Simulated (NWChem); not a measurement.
**One shape, several levels: H2Se (SeH2)**

We compute a comparison of 5 runs (HF/STO-3G, HF/3-21G, CAM-B3LYP/cc-pVDZ, B3LYP/6-31G*, B3LYP/aug-cc-pVDZ) of H2Se (SeH2). 

Program for the calculation: NWChem 7.3.0.

## (1) The system as given

The species is H2Se (3 atoms), meant as a singlet with charge 0. SMILES: `[H][Se][H]`. The shape comes from GFN2-xTB, which is rough for such elements, and wasn't checked as a minimum.

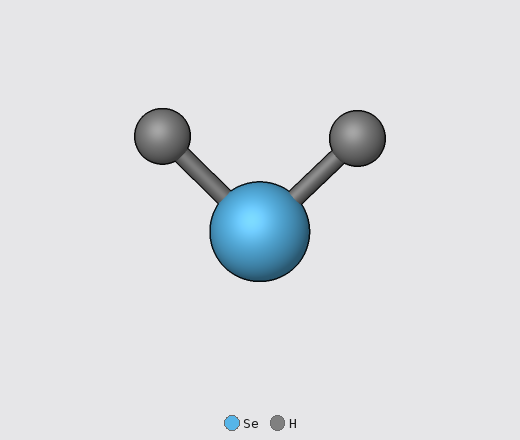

The structure, seen from a chosen angle (selenium blue, hydrogen grey).

## (2) Energy and gradient at HF/STO-3G (run 1)

h2se.xyz reads:

```xyz
3
SeH2
Se     0.005610    -0.007800    -0.669670
H      1.025160    -0.016960     0.342160
H     -1.030770     0.024760     0.327510
```

run.py reads:

```python
from ase.io import read
from ase.calculators.nwchem import NWChem

molecule = read('h2se.xyz')

calc = NWChem(
    label='h2se',
    theory='scf',
    memory='2200 mb',
    basis='STO-3G',
    basispar='spherical bse',
    scf={'nopen': '0', 'rhf': None, 'thresh': '1e-08', 'maxiter': '80'},
)
molecule.calc = calc

forces = molecule.get_forces()
print("Total energy (eV):", round(molecule.get_potential_energy(), 6))
print("forces (eV/A):")
for s, f in zip(molecule.symbols, forces):
    print(f"{s:2s} {f[0]:10.5f} {f[1]:10.5f} {f[2]:10.5f}")
print("dipole (e A):", molecule.get_dipole_moment().round(4))
```

Launch:

```
$ export ASE_NWCHEM_COMMAND="nwchem PREFIX.nwi > PREFIX.nwo"
$ python run.py
```

The program printed:

```text
Total energy (eV): -64618.670672
forces (eV/A):
Se   -0.04834    0.00129    0.02669
H     0.15869   -0.00309    0.01111
H    -0.11035    0.00180   -0.03780
dipole (e A): [-0.0023  0.0035  0.3035]
```

The calculator wrote h2se.nwi:

```
title "h2se"

permanent_dir h2se

scratch_dir h2se

start h2se

geometry units angstrom nocenter noautosym noautoz
  Se 5.6100000000000004e-03 -7.7999999999999996e-03 -6.6966999999999999e-01
  H  1.0251600000000001e+00 -1.6959999999999999e-02 3.4216000000000002e-01
  H  -1.0307700000000000e+00 2.4760000000000001e-02 3.2751000000000002e-01
end

memory 2200 mb

basis spherical bse noprint
   * library STO-3G
end

scf
  nopen 0
  rhf
  thresh 1e-08
  maxiter 80
end

task scf gradient
```

h2se.nwo, cut to the lines that bear on the results:

```text
[...]
      One-electron energy =  -3376.353197572645
[... 1 line left out ...]
 Nuclear repulsion energy =     25.289539232635
[... 28 lines left out ...]
                       ROHF Final Molecular Orbital Analysis
[... 104 lines left out ...]
     L   x y z        total         open         nuclear
[...]
  wavefunction    =   RHF
                         RHF ENERGY GRADIENTS
    atom               coordinates                        gradient
                 x          y          z           x          y          z
   1 Se      0.010601  -0.014740  -1.265493    0.000940  -0.000025  -0.000519
   2 H       1.937271  -0.032050   0.646589   -0.003086   0.000060  -0.000216
   3 H      -1.947873   0.046790   0.618904    0.002146  -0.000035   0.000735
[...]
```

Wall time 1.4 s (1 thread of AMD EPYC 7R13 (Zen 3), shared host); peak memory 0.099 GiB.

## (3) Energy and forces at HF/3-21G (run 2)

run.py: that of step 2 with these lines changed.

```diff
@@ -1,11 +1,15 @@
-from ase.io import read
+from ase import Atoms
 from ase.calculators.nwchem import NWChem
 
-molecule = read('h2se.xyz')
+molecule = Atoms(['Se', 'H', 'H'], positions=[
+    [0.005610, -0.007800, -0.669670],
+    [1.025160, -0.016960, 0.342160],
+    [-1.030770, 0.024760, 0.327510],
+])
 
 calc = NWChem(
-    label='h2se',
+    label='sp',
     theory='scf',
     memory='2200 mb',
-    basis='STO-3G',
+    basis='3-21G',
     basispar='spherical bse',
```

Launch:

```
$ export ASE_NWCHEM_COMMAND="nwchem PREFIX.nwi > PREFIX.nwo"
$ python run.py
```

The program printed:

```text
Total energy (eV): -65024.637665
forces (eV/A):
Se   -0.03018   -0.00874   -0.81334
H     0.66905   -0.00869    0.42937
H    -0.63892    0.01743    0.38392
dipole (e A): [-0.0015  0.0029  0.2493]
```

The calculator wrote sp.nwi:

```
title "sp"

permanent_dir sp

scratch_dir sp

start sp

geometry units angstrom nocenter noautosym noautoz
  Se 5.6100000000000004e-03 -7.7999999999999996e-03 -6.6966999999999999e-01
  H  1.0251600000000001e+00 -1.6959999999999999e-02 3.4216000000000002e-01
  H  -1.0307700000000000e+00 2.4760000000000001e-02 3.2751000000000002e-01
end

memory 2200 mb

basis spherical bse noprint
   * library 3-21G
end

scf
  nopen 0
  rhf
  thresh 1e-08
  maxiter 80
end

task scf gradient
```

sp.nwo, cut to the lines that bear on the results:

```text
[...]
      One-electron energy =  -3382.821870822848
[... 1 line left out ...]
 Nuclear repulsion energy =     25.289539232635
[... 34 lines left out ...]
                       ROHF Final Molecular Orbital Analysis
[... 158 lines left out ...]
     L   x y z        total         open         nuclear
[...]
  wavefunction    =   RHF
                         RHF ENERGY GRADIENTS
    atom               coordinates                        gradient
                 x          y          z           x          y          z
   1 Se      0.010601  -0.014740  -1.265493    0.000587   0.000170   0.015817
   2 H       1.937271  -0.032050   0.646589   -0.013011   0.000169  -0.008350
   3 H      -1.947873   0.046790   0.618904    0.012425  -0.000339  -0.007466
[...]
```

Wall time 1.8 s (1 thread of AMD EPYC 7R13 (Zen 3), shared host); peak memory 0.099 GiB.

Run 3 isn't shown in full; the table further down has it.

## (4) Energy and forces at B3LYP/6-31G(d) (Cartesian functions) (run 4)

run.py reads:

```python
from ase import Atoms
from ase.calculators.nwchem import NWChem

mol = Atoms(['Se', 'H', 'H'], positions=[
    [0.005610, -0.007800, -0.669670],
    [1.025160, -0.016960, 0.342160],
    [-1.030770, 0.024760, 0.327510],
])

calc = NWChem(
    label='mymol',
    theory='dft',
    memory='2200 mb',
    basis='6-31G*',
    dft={'xc': 'b3lyp', 'mult': '1', 'grid': 'xfine', 'convergence': 'energy 1e-08', 'iterations': '100', 'mulliken': None},
)
mol.calc = calc

forces = mol.get_forces()
e = mol.get_potential_energy()
print(f"E = {e:.6f} eV")
print("forces (eV/A):")
for s, f in zip(mol.symbols, forces):
    print(f"{s:2s} {f[0]:10.5f} {f[1]:10.5f} {f[2]:10.5f}")
print("dipole (e A):", mol.get_dipole_moment().round(4))
```

Launch:

```
$ export ASE_NWCHEM_COMMAND="nwchem PREFIX.nwi > PREFIX.nwo"
$ python run.py
```

The program printed:

```text
E = -65375.029681 eV
forces (eV/A):
Se   -0.02957   -0.01558   -1.41148
H     0.73441   -0.00658    0.73112
H    -0.70484    0.02216    0.68037
dipole (e A): [-0.0014  0.0025  0.2181]
```

The calculator wrote mymol.nwi:

```
title "mymol"

permanent_dir mymol

scratch_dir mymol

start mymol

geometry units angstrom nocenter noautosym noautoz
  Se 5.6100000000000004e-03 -7.7999999999999996e-03 -6.6966999999999999e-01
  H  1.0251600000000001e+00 -1.6959999999999999e-02 3.4216000000000002e-01
  H  -1.0307700000000000e+00 2.4760000000000001e-02 3.2751000000000002e-01
end

memory 2200 mb

basis noprint
   * library 6-31G*
end

dft
  xc b3lyp
  mult 1
  grid xfine
  convergence energy 1e-08
  iterations 100
  mulliken
end

task dft gradient
```

mymol.nwo, cut to the lines that bear on the results:

```text
[...]
         Total DFT energy =    -2402.488047552185
[...]
  wavefunction    = closed shell
                         DFT ENERGY GRADIENTS
    atom               coordinates                        gradient
                 x          y          z           x          y          z
   1 Se      0.010601  -0.014740  -1.265493    0.000575   0.000303   0.027449
   2 H       1.937271  -0.032050   0.646589   -0.014282   0.000128  -0.014218
   3 H      -1.947873   0.046790   0.618904    0.013707  -0.000431  -0.013231
[...]
```

Wall time 6 s (1 thread of AMD EPYC 7R13 (Zen 3), shared host); peak memory 0.12 GiB.

## (5) Energy and gradient at B3LYP/aug-cc-pVDZ (run 5)

mol.nw reads:

```
start mol
title "H2Se"
memory stack 880 mb heap 220 mb global 1100 mb

geometry noautosym nocenter noautoz
   Se       0.005610      -0.007800      -0.669670
   H        1.025160      -0.016960       0.342160
   H       -1.030770       0.024760       0.327510
end

basis "ao basis" spherical bse
   * library aug-cc-pVDZ
end

dft
   xc b3lyp
   mult 1
   grid xfine
   convergence energy 1e-08
   iterations 100
   mulliken
   print medium
end

task dft gradient
```

Launch:

```
$ nwchem mol.nw > mol.out
```

The program printed:

```text
[...]
          Wavefunction type:  closed shell.
          No. of atoms     :     3
          No. of electrons :    36
[...]
          Charge           :     0
          Spin multiplicity:     1
[...]
          AO basis - number of functions:    54
[...]
              XC Information
              --------------
                         B3LYP Method XC Potential
                     Hartree-Fock (Exact) Exchange  0.200
                        Slater Exchange Functional  0.800 local
                    Becke 1988 Exchange Functional  0.720 non-local
              Lee-Yang-Parr Correlation Functional  0.810
                  VWN I RPA Correlation Functional  0.190 local
[...]
 d= 0,ls=0.0,diis     1  -2402.7396174765 -2.43D+03  1.06D-02  1.79D-01     5.1
[...]
 d= 0,ls=0.0,diis     7  -2402.7597436954 -1.12D-09  3.72D-07  2.81D-10    20.8
         Total DFT energy =    -2402.759743695400
      One electron energy =    -3394.108388304908
           Coulomb energy =     1053.944664483145
    Exchange-Corr. energy =      -87.885559106272
 Nuclear repulsion energy =       25.289539232635
[...]
      Total Density - Mulliken Population Analysis
     ---------------------------------------------
    Atom       Charge   Shell Charges
 -----------   ------   -------------------------------------------------------
    1 Se  34    33.97   2.00  2.00  2.05  1.07  0.70  0.05  6.00  6.01  2.23  1.75  0.07  9.94  0.11  0.00
    2 H    1     1.02   0.71  0.22  0.01  0.03  0.05
    3 H    1     1.01   0.71  0.22  0.01  0.03  0.05
[...]
  wavefunction    = closed shell
                         DFT ENERGY GRADIENTS
    atom               coordinates                        gradient
                 x          y          z           x          y          z
   1 Se      0.010601  -0.014740  -1.265493    0.000580   0.000281   0.025544
   2 H       1.937271  -0.032050   0.646589   -0.013749   0.000128  -0.013256
   3 H      -1.947873   0.046790   0.618904    0.013169  -0.000409  -0.012288
[...]
```

Run time: 29 s. Hardware: 1 thread of AMD EPYC 7R13 (Zen 3), shared host; peak memory 0.12 GiB.

## (6) Overview of the runs

| run | level | iteration cap | module | energy (Eh) | dipole moment (D) | HOMO energy (eV) | LUMO energy (eV) | wall time |
| --- | --- | --- | --- | --- | --- | --- | --- | --- |
| 1 | HF/STO-3G | 80 | scf | -2374.692366 | 1.46 | -7.60 | 10.48 | 1.4 s |
| 2 | HF/3-21G | 80 | scf | -2389.611378 | 1.20 | -9.68 | 4.34 | 1.8 s |
| 3 | CAM-B3LYP/cc-pVDZ | 100 | dft | -2402.838076 | 0.93 | – | – | 22 s |
| 4 | B3LYP/6-31G* (Cartesian functions) | 100 | dft | -2402.488048 | 1.05 | -6.72 | 0.23 | 6 s |
| 5 | B3LYP/aug-cc-pVDZ | 100 | dft | -2402.759744 | 0.71 | -6.89 | -0.64 | 29 s |

## (7) What came out

```
                       quantity           value
            run 5: total energy  -2402.75974 Eh
           run 5: dipole moment          0.71 D
             run 5: HOMO energy        -6.89 eV
             run 5: LUMO energy        -0.64 eV
           run 5: HOMO–LUMO gap         6.25 eV
run 5: largest force on an atom      1.314 eV/Å
```

What this shows: The dipole moment (its size) runs from 0.71 D (B3LYP/aug-cc-pVDZ) to 1.46 D (HF/STO-3G). The two ends differ in method and basis. Over runs 1, 2, 4, 5 the HOMO–LUMO gap runs from 6.25 eV (B3LYP/aug-cc-pVDZ) to 18.07 eV (HF/STO-3G). Totals of different functionals can't be ranked against each other. In run 1 the basis is minimal, so the values are rough. All runs together took 59 s, the longest 29 s.
